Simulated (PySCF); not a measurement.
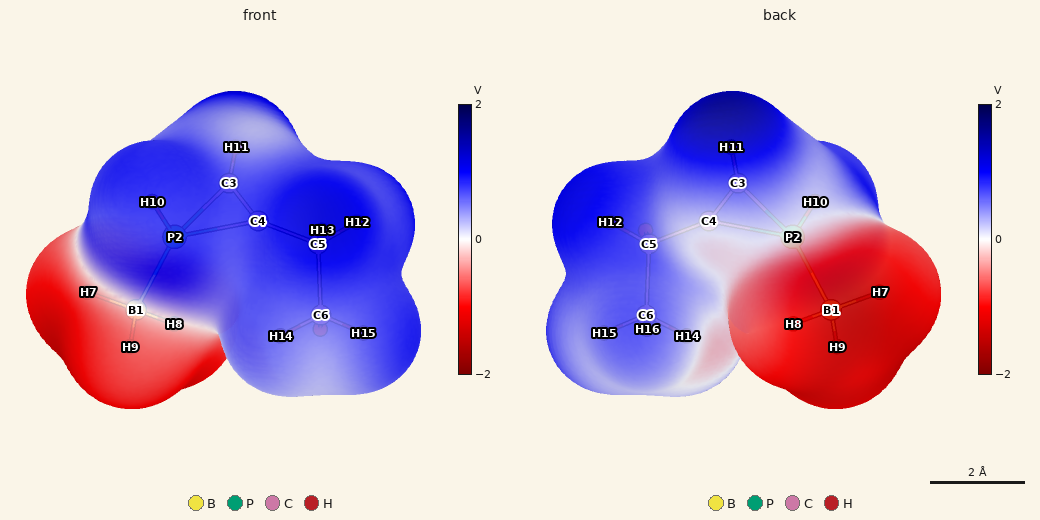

C$_{4}$H$_{10}$BP. The molecular electrostatic potential painted on the density surface at 0.002 e/bohr³, seen from the front and from behind; red is negative and blue positive.

Geometry: GFN2-xTB.

Level of theory: PBE0/pcSseg-1, SCF density, gas phase, non-relativistic in PySCF.

| atom | x (Å) | y (Å) | z (Å) |
| --- | --- | --- | --- |
| B | 2.2831 | 1.1283 | -0.0357 |
| P | 1.3315 | -0.3963 | 0.7172 |
| C | 0.6834 | -1.8196 | -0.2100 |
| C | -0.2883 | -1.0021 | 0.1474 |
| C | -1.7108 | -0.6431 | 0.0489 |
| C | -1.8471 | 0.8157 | -0.3858 |
| H | 3.4375 | 0.8558 | 0.0251 |
| H | 1.8420 | 1.1684 | -1.1407 |
| H | 1.9784 | 2.0499 | 0.6507 |
| H | 1.3933 | -0.8888 | 2.0401 |
| H | 0.9060 | -2.7066 | -0.7619 |
| H | -2.2131 | -1.3076 | -0.6599 |
| H | -2.1770 | -0.7737 | 1.0305 |
| H | -1.2939 | 1.4596 | 0.2955 |
| H | -2.8911 | 1.1180 | -0.3871 |
| H | -1.4417 | 0.9510 | -1.3857 |

### Which sites attract a positive test charge, and which a negative one?

A positive charge is drawn to the negative regions and a negative charge to the positive ones. The most negative region (about −1.5 V) lies over H8, the most positive (about +1.6 V) over H11.

### What dipole moment does the calculation give?

Its dipole moment is 5.10 D.
